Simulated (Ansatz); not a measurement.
Band structure of Mg5Sn (Cm, 6 atoms in the cell).

```
Mg5Sn
1.0
    5.94740    -1.69042     0.00000
    5.94740     1.69042     0.00000
   -1.70357     0.00000     6.95100
Mg Sn
5 1
Direct
  0.00290   0.00290   0.00474
  0.66868   0.66868   0.33461
  0.05434   0.05434   0.60474
  0.33110   0.33110   0.66912
  0.72027   0.72027   0.94279
  0.38938   0.38938   0.27734
```

Computed with LDA (PW92), PAW files made with PBE (plane waves; Ansatz, a program for electronic structure).

Settings: kpoints.mp_grid.grid = 5 5 3; hamiltonian.xc = lda; hamiltonian.pseudopotentials = {kind: paw} (the program's default PAW files); scf.occupations.method = fermi_dirac; scf.occupations.width = 0.0073 Ry; kpoints.band_path.npoints = 8.

The starting cell comes from a database of computed structures (which also holds hypothetical and non-ambient phases and stackings), without a prior relaxation at this level.

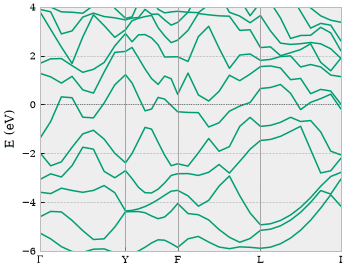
Bands along the path, energies from the Fermi level.

Levels in eV from the Fermi level, bands 28 to 35:
```json
[
 {"point": "Γ", "28": "-4.60", "29": "-3.60", "30": "-3.07", "31": "-1.98", "32": "-1.39", "33": "1.27", "34": "1.68", "35": "3.79"},
 {"point": "Y", "28": "-4.40", "29": "-4.36", "30": "-2.72", "31": "-2.39", "32": "1.21", "33": "2.17", "34": "2.90", "35": "3.06"},
 {"point": "F", "28": "-4.06", "29": "-3.52", "30": "-2.84", "31": "-2.43", "32": "-0.30", "33": "0.41", "34": "1.95", "35": "2.63"},
 {"point": "L", "28": "-5.16", "29": "-4.93", "30": "-1.48", "31": "-0.90", "32": "0.65", "33": "1.55", "34": "1.80", "35": "2.33"},
 {"point": "I", "28": "-3.07", "29": "-2.79", "30": "-2.21", "31": "-2.07", "32": "-0.17", "33": "0.02", "34": "1.14", "35": "1.89"}
]
```

Bands cross the Fermi level along this path, so the cell is metallic at this level.

Keys are those of Ansatz 0.2.
